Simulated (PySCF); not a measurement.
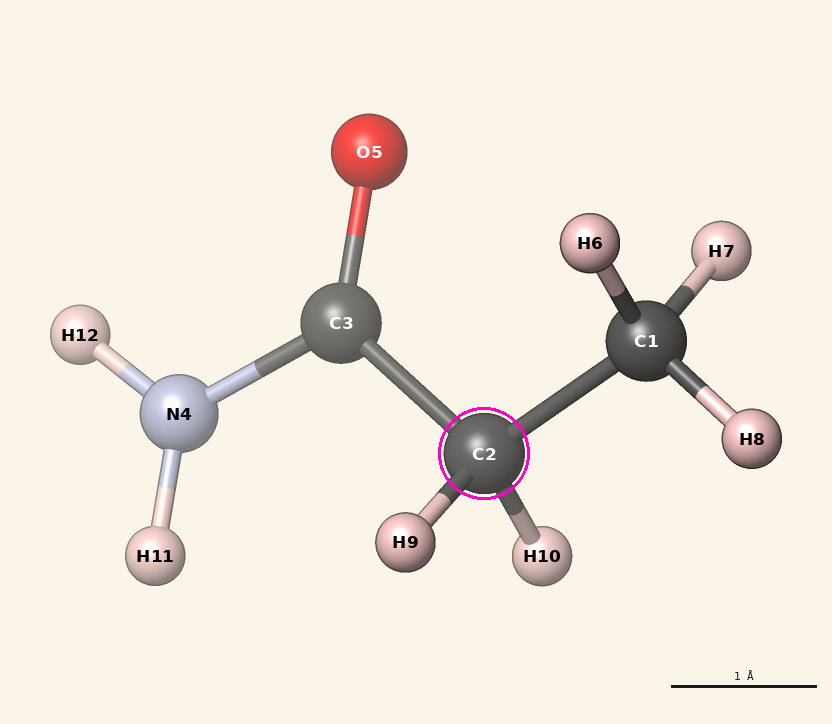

Orthographic view. Distant atoms are faded towards the background colour. The computed structure is the end point of a PBE0-D3(BJ)/def2-SVP optimisation. No frequency run is at hand to confirm it as a minimum.

Which atoms are bonded to the circled atom?

The circled atom is C2; it is bonded to C1, C3, H9, H10.

Of C2 and H10, which is nearer the viewer?

C2; the bond to H10 points away from the viewer, so it looks shorter than its 1.10 Å.

What is the shortest path along bonds from the circled atom to H11?

C2–C3–N4–H11, 3 bonds; through space the two are 2.60 Å apart.

Which atom is farthest from the viewer?

H12, 1.5 Å behind the mean position.
